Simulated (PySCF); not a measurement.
**CH₃: the energy surface near the minimum**

How stiff is CH₃ (doublet) against rigid distortions? The scans start from its PBE0 minimum.

The runs use PySCF 2.14.0; PBE0, basis C def2-TZVP, H def2-TZVP, no relativity, density fitting.

## (1) The system as given

4 atoms, charge 0, spin multiplicity 2.

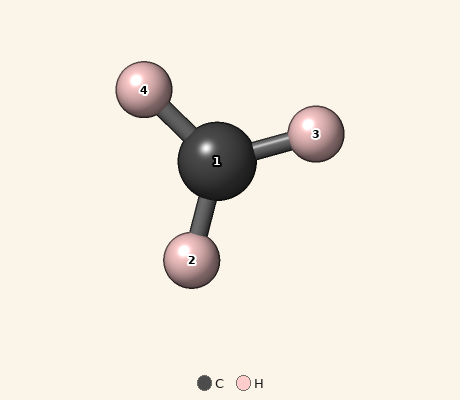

Start geometry, drawn with carbon dark grey, hydrogen pink; atoms are numbered from 1 in the order of the file.

```xyz
4
charge 0 multiplicity 2
C     0.0000    0.0000    0.0000
H     1.0799    0.0000    0.0000
H    -0.5400    0.9353    0.0000
H    -0.5400   -0.9353    0.0000
```

## (2) Density, ELF and potential

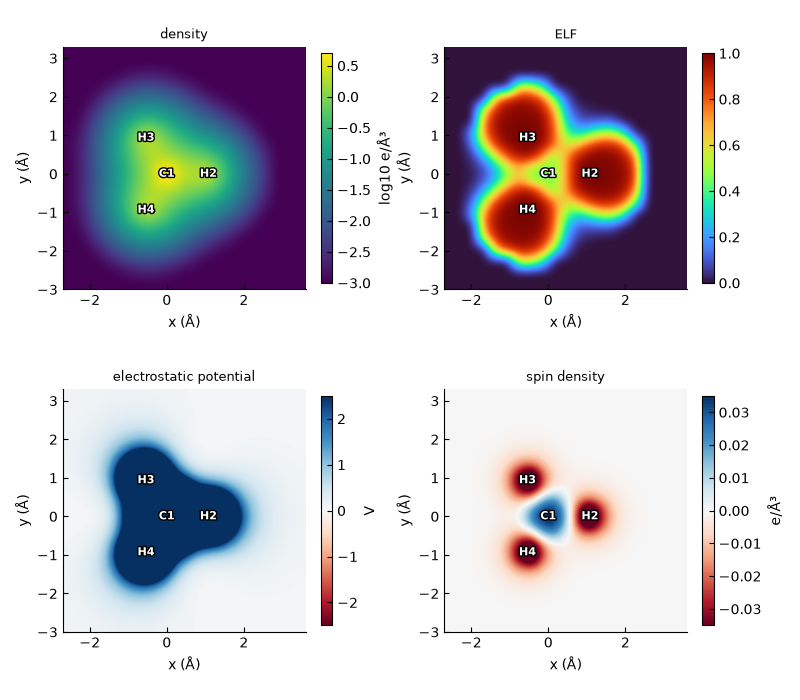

The plane holds C1 at (0.00, 0.00), H2 at (1.08, 0.00), H3 at (-0.54, 0.94), H4 at (-0.54, -0.94) Å. ELF is set to 0 where the density is under 0.005 e/Å³; an orbital's overall sign is arbitrary. The potential's colours end at ±2.5 V.

Along C1–H2 (1.080 Å) the density is least, 1.92 e/Å³, about 0.70 Å from C1; ELF there is 0.99.

Values on the line from C1 (at 0) through H2 (at 1.080 Å):

```csv
distance (Å),density (e/Å³),ELF,electrostatic potential (V),spin density (e/Å³)
-0.38,1.94,0.137,69.1,0.0353
-0.27,4.03,0.099,128,0.0394
-0.16,25.2,0.936,282,0.0396
-0.05,253,1,1.24e+03,0.165
0.11,78.2,0.998,501,0.0672
0.22,9.14,0.391,183,0.0361
0.32,2.8,0.0996,92.9,0.036
0.43,2.2,0.558,52.4,0.0225
0.54,2.04,0.914,32.3,0.00322
0.65,1.93,0.977,23.9,-0.0151
0.76,1.94,0.993,25.4,-0.0325
0.86,2.11,0.998,41.5,-0.052
0.97,2.48,0.999,105,-0.077
1.13,2.47,1,237,-0.091
1.24,1.45,1,60.9,-0.0568
1.35,0.855,0.999,27.7,-0.0358
1.46,0.494,0.998,14.9,-0.0224
1.57,0.289,0.996,8.77,-0.0143
1.67,0.171,0.993,5.47,-0.00916
```

Making the fields ran for under 0.5 s (2 threads of Arm Neoverse V1, shared host).

## (3) Breathing scan

One driver script runs all scans and calls PySCF for each point, on a (75, 302) grid.

Run with:

```
> OMP_NUM_THREADS=2 python axn.py task.json out
```

A rigid scan with PBE0: all bonds to the central atom are scaled together. Each point starts from its neighbour's orbitals, and energies count from the minimum.

```csv
scale of all bonds to the centre,energy (kJ/mol),⟨S²⟩
0.88,113.7,0.75
0.92,46.4,0.75
0.96,10.7,0.75
1.00,0.0,0.75
1.04,9.0,0.76
1.08,33.4,0.76
1.14,91.4,0.76
1.22,195.4,0.76
1.35,395.4,0.76
```

The scan took 5.3 s.

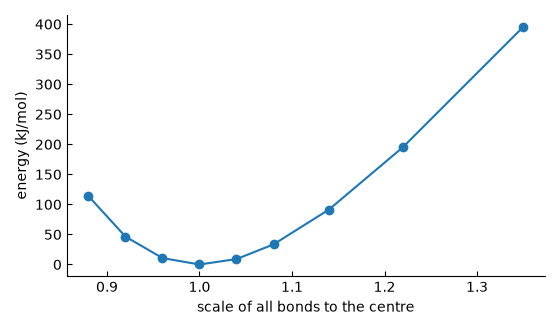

Energy along the scan.

## (4) Stretching one bond

A rigid scan with PBE0: the bond from C to the last atom (H) is scaled and the rest held.

```csv
scale of one bond,energy (kJ/mol),dipole size (D),⟨S²⟩
0.92,15.5,0.02,0.75
0.96,3.6,0.01,0.75
1.00,0.0,0.00,0.75
1.05,4.6,0.01,0.75
1.12,23.3,0.04,0.76
1.20,55.9,0.08,0.76
1.35,132.9,0.17,0.76
1.55,241.9,0.31,0.77
1.80,359.6,0.50,0.95
2.20,451.5,0.61,1.50
```

The scan took 6.4 s.

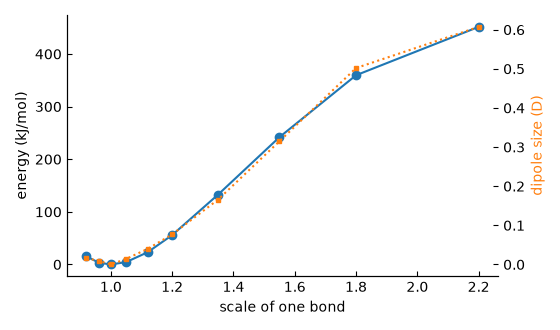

Energy (circles) and dipole moment (squares) along the scan.

⟨S²⟩ grows along the scan: the determinant mixes in higher spin as the pair uncouples.

## (5) Umbrella curve

A rigid scan with PBE0: angle between each bond and the threefold axis, bonds fixed.

```csv
angle of the bonds to the threefold axis (°),energy (kJ/mol),dipole size (D),⟨S²⟩
55,160.5,0.90,0.75
60,102.3,0.83,0.75
65,60.4,0.75,0.75
70,32.1,0.66,0.75
75,14.7,0.54,0.75
80,5.3,0.39,0.75
85,1.1,0.20,0.75
90,0.0,0.00,0.75
```

The scan took 4.8 s.

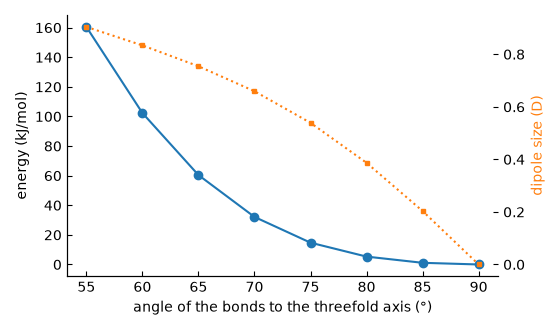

Energy (circles) and dipole moment (squares) along the scan.

## (6) What came out

```
            quantity        value
all bonds 4 % longer   9.0 kJ/mol
one bond 20 % longer  55.9 kJ/mol
```

What this shows: Shortening all bonds by 4 % costs 10.7 kJ/mol and lengthening them 9.0: the wall is steeper on the short side.
